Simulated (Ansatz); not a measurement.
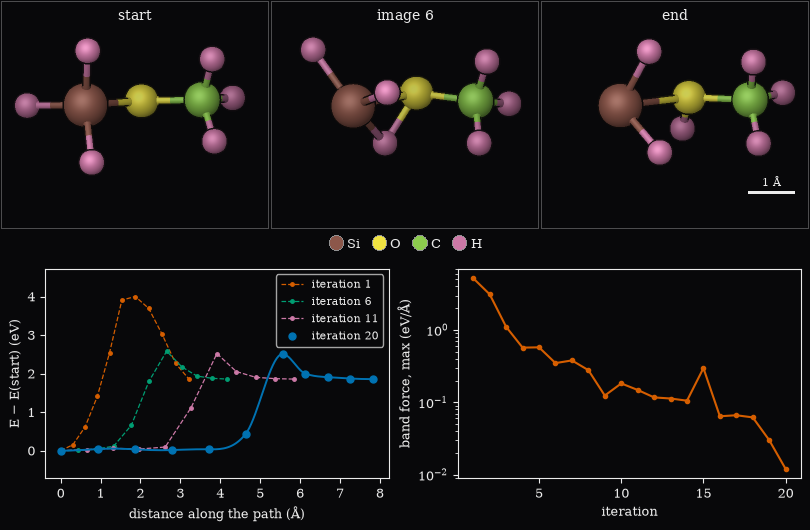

NEB run on CH6OSi. Images are numbered from 0 (start) to 10 (end). The plot follows the band through its iterations. Style: ball-and-stick. Shown at a tilt.

Method: RKS LDA/cc-pVDZ in Ansatz 0.2.0. Settings: 9 movable images; climbing image; force threshold 0.03 eV/Å; iteration limit 60; starting path through a guess of the saddle point.

Q: Judge this run.

A: The run is converged, with reservations. The band converged in 20 iterations. The largest component of the band force went from 5.2 to 0.012 eV/Å. The climbing image converged on the top of the path. Its vibrational analysis gives one imaginary mode (1185i cm⁻¹), as a transition state must have. The first iteration put the highest image at 4.00 eV. The energy climbs by 2.51 eV to image 6 and then falls by 0.65 eV, so the end point sits at +1.86 eV.

Cost: 110 s on 2 threads of Arm Neoverse V2, on a shared host, peak memory 0.11 GiB.
